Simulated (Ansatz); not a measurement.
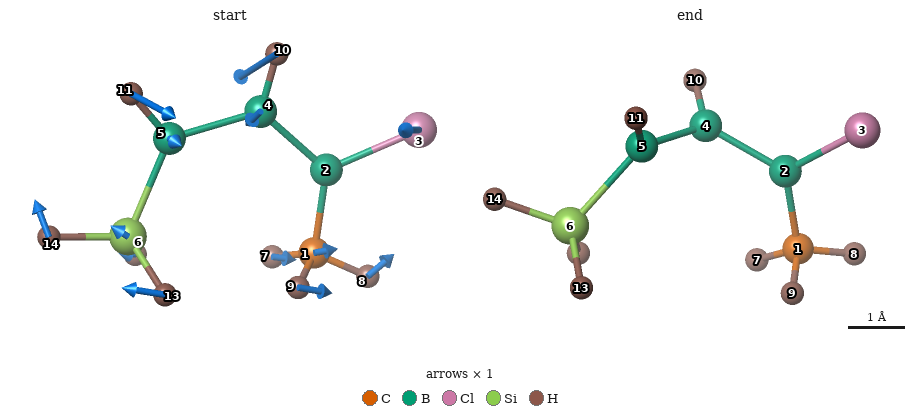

The structure of CH₈B₃ClSi before (left) and after (right) a relaxation, at one scale. The blue arrows give the displacements, at their true length.

Style: ball-and-stick. Shown at a tilt.

The run prepares the start of a later molecular dynamics calculation, from a guessed geometry.

Theory: RKS B3LYP-D4/STO-3G in Ansatz 0.2.0. (no spin polarisation; force threshold 0.02 eV/Å; at most 40 steps)

> Summarise the run.

After 25 geometry steps the energy has fallen by 41.4 kcal/mol. Largest force component: 3.6 eV/Å at the start, 0.017 eV/Å at the end. An H atom moves most after the best rigid fit: 1.80 Å. By element the largest moves are H 1.80 Å, Cl 1.21 Å, B 0.59 Å, C 0.46 Å, Si 0.40 Å. Near-neighbour distances that change, for instance: B–B 1.731 → 1.595 Å, B–H 1.110 → 1.180 Å, C–H 1.168 → 1.105 Å, H–Si 1.500 → 1.448 Å. Bond angles that change, for instance: B–B–H 116.0° → 123.7°, B–B–Si 126.0° → 118.9°, B–Si–H 109.0° → 113.5°. Groups turn about B–B by about 90°, B–B by about 85°, B–Si by about 55°. Cost: 100 s on 1 thread of Arm Neoverse V1 (shared host), peak memory 0.15 GiB.

Limits of the set-up: STO-3G is a minimal basis, so the numbers are rough.
